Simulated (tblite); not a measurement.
# Geometry relaxation of C₅H₁₄BGeN

- system: C₅H₁₄BGeN
- method: GFN2-xTB geometry optimisation, gas phase (tblite 0.8.0)

It belongs to a series of runs on one base structure; here: C replaced by Ge.

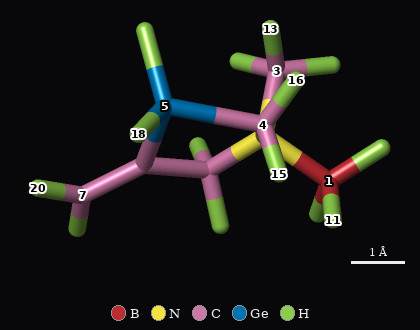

**Figure 1.** The structure as given in the input (stick view, seen at a tilt; atoms are numbered from 1 in the order of the input). Sticks mark near contacts.

### Input file
```
{"job": {"kind": "relax", "xc": "GFN2-xTB", "basis": "xTB"}, "charge": 0, "multiplicity": 1}
B     -1.491700     1.294700     0.856100
N     -0.700700     0.175700     0.147100
C     -1.626300    -0.451900    -0.758700
C     -0.368500    -0.754100     1.143200
Ge     1.200900    -1.625800     0.382100
C      1.590600     0.028100    -0.564000
C      2.753400     0.411000    -1.101300
C      0.334700     0.783000    -0.545800
H     -1.331400     2.290700     0.221300
H     -2.634700     1.010000     1.038000
H     -0.962300     1.407500     1.930100
H     -2.688200    -0.114000    -0.609900
H     -1.640800    -1.534600    -0.548600
H     -1.305500    -0.318700    -1.818900
H     -0.080600    -0.198600     2.074800
H     -1.156800    -1.515600     1.382300
H      0.842300    -2.720800    -0.616700
H      2.259400    -1.994000     1.398800
H      2.842600     1.381600    -1.598800
H      3.622000    -0.241100    -1.030000
H      0.014500     0.898000    -1.610100
H      0.516600     1.808300    -0.172800
```

The first line tells a small driver script what to run in tblite; the rest is the geometry in Å.

Machine: 1 CPU thread, shared host.

Launch command:
```bash
OMP_NUM_THREADS=1 python <driver script> task.json out
```

### Output
```
step      E/eV     max force
  0    -648.67566    3.468
  1    -649.13464    1.484
  2    -649.25789    0.754
  3    -649.35802    0.678
  4    -649.44359    0.572
  5    -649.50634    0.484
  6    -649.53946    0.373
  7    -649.57249    0.382
  8    -649.59710    0.342
  9    -649.61429    0.244
 10    -649.62695    0.223
 11    -649.63829    0.264
 12    -649.65020    0.293
 13    -649.66472    0.268
 14    -649.68042    0.281
 15    -649.69436    0.259
 16    -649.70585    0.281
 17    -649.71674    0.278
 18    -649.72982    0.257
 19    -649.74724    0.466
 20    -649.76706    0.504
 21    -649.78432    0.300
 22    -649.79753    0.268
 23    -649.80919    0.272
 24    -649.82081    0.393
 25    -649.83133    0.328
 26    -649.84022    0.172
 27    -649.84750    0.200
 28    -649.85419    0.249
 29    -649.86022    0.263
 30    -649.86646    0.193
 31    -649.87400    0.190
 32    -649.88145    0.211
 33    -649.88918    0.252
 34    -649.89709    0.191
 35    -649.90393    0.157
 36    -649.90995    0.191
 37    -649.91658    0.214
 38    -649.92432    0.245
 39    -649.93165    0.248
 40    -649.93727    0.245
 41    -649.94275    0.210
 42    -649.94849    0.181
 43    -649.95653    0.246
 44    -649.96294    0.225
 45    -649.96819    0.173
 46    -649.97218    0.205
 47    -649.97848    0.213
 48    -649.98642    0.305
 49    -649.99267    0.274
 50    -650.00066    0.176
 51    -650.00639    0.194
 52    -650.01591    0.264
 53    -650.02582    0.363
 54    -650.04002    0.342
 55    -650.05249    0.187
 56    -650.05884    0.210
 57    -650.06072    0.271
 58    -650.06573    0.183
 59    -650.07051    0.117
 60    -650.07456    0.145
 61    -650.07744    0.133
 62    -650.07985    0.112
 63    -650.08235    0.082
 64    -650.08476    0.092
 65    -650.08672    0.099
 66    -650.08826    0.083
 67    -650.08953    0.069
 68    -650.09068    0.071
 69    -650.09176    0.085
 70    -650.09267    0.067
 71    -650.09330    0.048
 72    -650.09371    0.051
 73    -650.09407    0.042
 74    -650.09449    0.049
 75    -650.09490    0.037
 76    -650.09525    0.037
 77    -650.09556    0.043
 78    -650.09583    0.041
 79    -650.09609    0.033
 80    -650.09635    0.036
 81    -650.09659    0.029
 82    -650.09678    0.023
 83    -650.09694    0.023
 84    -650.09710    0.025
 85    -650.09726    0.028
 86    -650.09743    0.026
 87    -650.09762    0.023
 88    -650.09779    0.025
 89    -650.09794    0.030
 90    -650.09809    0.029
 91    -650.09827    0.029
 92    -650.09849    0.031
 93    -650.09873    0.034
 94    -650.09892    0.033
 95    -650.09907    0.025
 96    -650.09921    0.025
 97    -650.09937    0.028
 98    -650.09953    0.027
 99    -650.09967    0.021
100    -650.09978    0.016
101    -650.09988    0.021
102    -650.09998    0.023
103    -650.10008    0.026
104    -650.10018    0.021
105    -650.10026    0.017
106    -650.10033    0.020
107    -650.10039    0.017
108    -650.10044    0.016
109    -650.10049    0.016
110    -650.10054    0.020
111    -650.10058    0.024
112    -650.10064    0.018
113    -650.10069    0.012
114    -650.10072    0.010
115    -650.10074    0.011
116    -650.10076    0.013
117    -650.10079    0.016
118    -650.10082    0.017
119    -650.10085    0.014
120    -650.10087    0.010
121    -650.10090    0.011
122    -650.10092    0.013
123    -650.10095    0.012
124    -650.10097    0.010
125    -650.10100    0.011
126    -650.10102    0.011
127    -650.10103    0.013
128    -650.10105    0.010
129    -650.10107    0.009
```

### Trajectory as extended XYZ (Å, eV, eV/Å), 5 of the 130 frames kept, from step=0 to step=129
```
22
Properties=species:S:1:pos:R:3:forces:R:3 step=0 energy=-648.67566
B    -1.4917    1.2947    0.8561   -0.6390   1.7180   1.4170
N    -0.7007    0.1757    0.1471   -3.3030  -0.1110  -0.0330
C    -1.6263   -0.4519   -0.7587   -1.2310  -1.3180  -1.3250
C    -0.3685   -0.7541    1.1432    1.2200  -1.8600   2.0630
Ge    1.2009   -1.6258    0.3821    0.7700  -0.4730   0.0460
C     1.5906    0.0281   -0.5640    1.6060  -0.8230  -0.1360
C     2.7534    0.4110   -1.1013   -0.5570   0.0680   0.2000
C     0.3347    0.7830   -0.5458    1.9520   1.9680  -2.0840
H    -1.3314    2.2907    0.2213   -0.5820   0.2000  -0.0280
H    -2.6347    1.0100    1.0380   -0.0410  -0.0070  -0.0400
H    -0.9623    1.4075    1.9301   -0.0900   0.5880   0.0460
H    -2.6882   -0.1140   -0.6099    1.1390  -0.0910  -0.3470
H    -1.6408   -1.5346   -0.5486   -0.0510   0.1380  -0.4550
H    -1.3055   -0.3187   -1.8189   -0.6000  -0.1320   0.6550
H    -0.0806   -0.1986    2.0748   -0.2900  -0.7370  -0.5790
H    -1.1568   -1.5156    1.3823    0.3150   1.2080   0.0190
H     0.8423   -2.7208   -0.6167    0.2310  -0.0270   0.2820
H     2.2594   -1.9940    1.3988   -0.0690  -0.2570  -0.2790
H     2.8426    1.3816   -1.5988    0.1600  -0.4440   0.1950
H     3.6220   -0.2411   -1.0300   -0.2650   0.3820  -0.1680
H     0.0145    0.8980   -1.6101    0.2610   0.3960   0.5660
H     0.5166    1.8083   -0.1728    0.0610  -0.3860  -0.0160
22
Properties=species:S:1:pos:R:3:forces:R:3 step=32 energy=-649.88145
B    -1.6950    1.3947    0.8378    0.1030  -0.1300  -0.0260
N    -0.7568    0.2044    0.1559   -0.1880   0.0640   0.0710
C    -1.5563   -0.4920   -0.8612    0.0120   0.0310  -0.0450
C    -0.3263   -0.7380    1.1875    0.0370   0.0410  -0.0190
Ge    1.1728   -1.7378    0.3522    0.0640   0.0390  -0.0010
C     1.5763   -0.0926   -0.6344    0.1150  -0.1030   0.0420
C     2.7194    0.2972   -1.1793   -0.0390  -0.0170  -0.0700
C     0.4339    0.8590   -0.4008   -0.0430  -0.1280   0.0300
H    -2.0283    2.0921   -0.0655   -0.0700   0.0240  -0.0210
H    -2.5937    0.8265    1.3724   -0.0790   0.0130  -0.0190
H    -0.9968    1.9646    1.6162    0.0280   0.0310   0.0760
H    -2.6161   -0.3024   -0.6780    0.1450  -0.0950   0.0590
H    -1.3834   -1.5758   -0.8501    0.0690   0.1590  -0.0080
H    -1.3203   -0.1103   -1.8531   -0.0070  -0.0110  -0.0100
H     0.1211   -0.1592    1.9987   -0.1360   0.0270   0.1160
H    -1.1877   -1.2684    1.5908    0.0660   0.0130  -0.0670
H     0.8400   -2.9395   -0.4914    0.0060  -0.0350  -0.0010
H     2.2703   -2.1224    1.3037   -0.0190  -0.0590  -0.0360
H     2.8555    1.3071   -1.5431   -0.0010  -0.0620  -0.0560
H     3.5598   -0.3700   -1.2963   -0.0870   0.0160   0.0250
H     0.1454    1.3907   -1.3079    0.0640   0.0870   0.0420
H     0.7559    1.5915    0.3445   -0.0390   0.0940  -0.0810
22
Properties=species:S:1:pos:R:3:forces:R:3 step=64 energy=-650.08476
B    -1.7478    1.3978    0.8192    0.0260   0.0000  -0.0030
N    -0.7337    0.2535    0.1959    0.0260   0.0360   0.0230
C    -1.4052   -0.3919   -0.9246    0.0540   0.0330   0.0570
C    -0.3924   -0.7319    1.2234    0.0020  -0.0380  -0.0320
Ge    1.2095   -1.6849    0.5329   -0.0220  -0.0040   0.0030
C     1.5871   -0.1112   -0.5625   -0.0170  -0.0260  -0.0240
C     2.5825    0.1230   -1.4008   -0.0060  -0.0160  -0.0620
C     0.5050    0.8909   -0.2648    0.0410   0.0330   0.0000
H    -2.0348    2.1202   -0.0876    0.0380  -0.0020   0.0390
H    -2.6913    0.8113    1.2518    0.0060  -0.0240  -0.0120
H    -1.1309    1.9596    1.6742   -0.0040  -0.0100   0.0000
H    -2.3275   -0.8463   -0.5718   -0.0220  -0.0230  -0.0040
H    -0.7727   -1.1561   -1.3896    0.0390  -0.0100   0.0170
H    -1.6590    0.3661   -1.6616   -0.0180  -0.0290  -0.0450
H    -0.1229   -0.1937    2.1358   -0.0230   0.0090  -0.0260
H    -1.2609   -1.3418    1.4585   -0.0610   0.0240  -0.0160
H     0.9857   -2.9251   -0.2926   -0.0260  -0.0240   0.0340
H     2.2348   -2.0339    1.5676    0.0440   0.0040   0.0270
H     2.6469    1.0425   -1.9659    0.0590  -0.0140   0.0270
H     3.3697   -0.5982   -1.5528   -0.0240   0.0340  -0.0310
H     0.2904    1.5246   -1.1240   -0.0730   0.0340  -0.0440
H     0.8570    1.5451    0.5375   -0.0390   0.0140   0.0720
22
Properties=species:S:1:pos:R:3:forces:R:3 step=97 energy=-650.09937
B    -1.7503    1.3919    0.8225    0.0030  -0.0040   0.0000
N    -0.7275    0.2616    0.2039   -0.0030   0.0020  -0.0220
C    -1.3630   -0.3818   -0.9377   -0.0070  -0.0140  -0.0110
C    -0.4056   -0.7335    1.2285   -0.0050   0.0090  -0.0200
Ge    1.2159   -1.6678    0.5603   -0.0160  -0.0010  -0.0160
C     1.5697   -0.1127   -0.5797    0.0040  -0.0010   0.0020
C     2.5305    0.0934   -1.4650    0.0020   0.0110   0.0060
C     0.5160    0.9054   -0.2332    0.0090   0.0000   0.0000
H    -1.9552    2.1743   -0.0546    0.0030   0.0010   0.0040
H    -2.7332    0.8033    1.1525   -0.0020   0.0000   0.0100
H    -1.1800    1.8863    1.7487   -0.0030   0.0020  -0.0050
H    -2.2779   -0.8743   -0.6161   -0.0060   0.0080   0.0230
H    -0.6971   -1.1192   -1.4006    0.0150  -0.0060   0.0100
H    -1.6278    0.3740   -1.6743    0.0080  -0.0010   0.0010
H    -0.1733   -0.1982    2.1516    0.0040  -0.0120   0.0060
H    -1.2814   -1.3471    1.4290   -0.0030   0.0050  -0.0080
H     0.9929   -2.9580   -0.1856    0.0070   0.0060  -0.0040
H     2.2709   -1.9414    1.5907    0.0090  -0.0030   0.0260
H     2.6098    1.0161   -2.0223   -0.0050  -0.0130  -0.0030
H     3.2891   -0.6483   -1.6569   -0.0210   0.0080  -0.0050
H     0.2934    1.5770   -1.0633    0.0090   0.0020  -0.0070
H     0.8737    1.5183    0.6000   -0.0020  -0.0010   0.0140
22
Properties=species:S:1:pos:R:3:forces:R:3 step=129 energy=-650.10107
B    -1.7514    1.3908    0.8218   -0.0020   0.0040   0.0010
N    -0.7242    0.2641    0.2051   -0.0020  -0.0010  -0.0010
C    -1.3463   -0.3764   -0.9452    0.0010   0.0000   0.0010
C    -0.4138   -0.7400    1.2240    0.0050   0.0000  -0.0020
Ge    1.2241   -1.6606    0.5747    0.0030  -0.0040   0.0000
C     1.5711   -0.1089   -0.5722   -0.0040  -0.0020  -0.0010
C     2.5015    0.0851   -1.4914    0.0020  -0.0010   0.0000
C     0.5250    0.9107   -0.2113   -0.0050  -0.0020   0.0030
H    -1.9578    2.1713   -0.0563   -0.0030   0.0000   0.0000
H    -2.7333    0.8015    1.1551    0.0060  -0.0040  -0.0030
H    -1.1827    1.8892    1.7467    0.0000   0.0000   0.0000
H    -2.2808   -0.8408   -0.6380    0.0000   0.0040   0.0040
H    -0.6856   -1.1361   -1.3791   -0.0010  -0.0050  -0.0030
H    -1.5718    0.3750   -1.6988   -0.0040   0.0040   0.0000
H    -0.1960   -0.2162    2.1571   -0.0070   0.0000   0.0050
H    -1.2902   -1.3592    1.4040    0.0010   0.0040  -0.0040
H     1.0340   -2.9552   -0.1724    0.0010   0.0010   0.0000
H     2.2615   -1.9178    1.6294    0.0020   0.0040   0.0010
H     2.5630    1.0002   -2.0625    0.0000   0.0040   0.0000
H     3.2503   -0.6607   -1.7017    0.0040  -0.0040  -0.0010
H     0.3130    1.6009   -1.0289    0.0010  -0.0020   0.0000
H     0.8800    1.5025    0.6385    0.0020   0.0000   0.0000
```

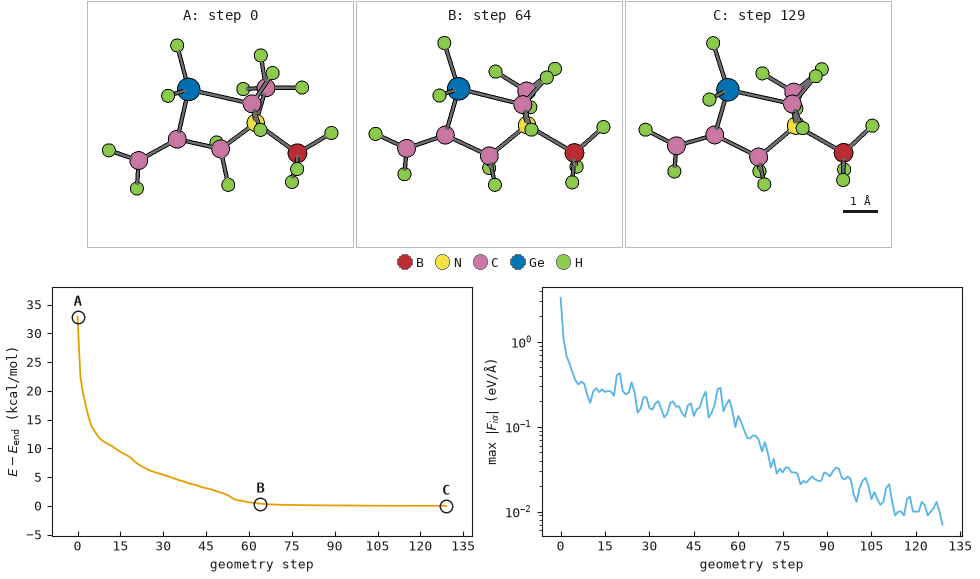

**Figure 2.** Frames of the relaxation (ball-and-stick view, seen at a tilt) above the curves, on which the letters mark them (steps are counted from 0).

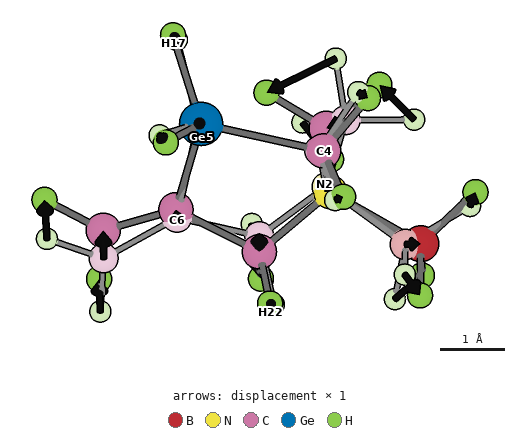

**Figure 3.** Start (faint) and end (solid) with the displacements as black arrows, at true length (ball-and-stick view, seen at a tilt). The two geometries are laid on each other by the best rigid fit. H13 moves most after the best rigid fit: 1.33 Å. Largest moves by element: H 1.33 Å, C 0.56 Å, B 0.28 Å, Ge 0.19 Å, N 0.11 Å. Among the contacts that change: B1–N2 1.543 → 1.645 Å, N2–C8 1.386 → 1.467 Å, N2–C4 1.403 → 1.464 Å, C6–C8 1.465 → 1.505 Å. Among the angles that change: C4–N2–C8 117.9° → 108.6°, H17–Ge5–H18 115.5° → 106.8°, Ge5–C4–H16 110.2° → 117.0°. After 129 geometry steps the energy has fallen by 32.9 kcal/mol. The largest force component goes from 3.3 to 0.007 eV/Å. (Atoms are counted from 1 in the order of the input.)

### Results in brief

| quantity | value |
| --- | --- |
| outcome | converged |
| total energy | −650.1011 eV |
| wall time | 1.3 s |
| peak memory | 0.18 GiB |
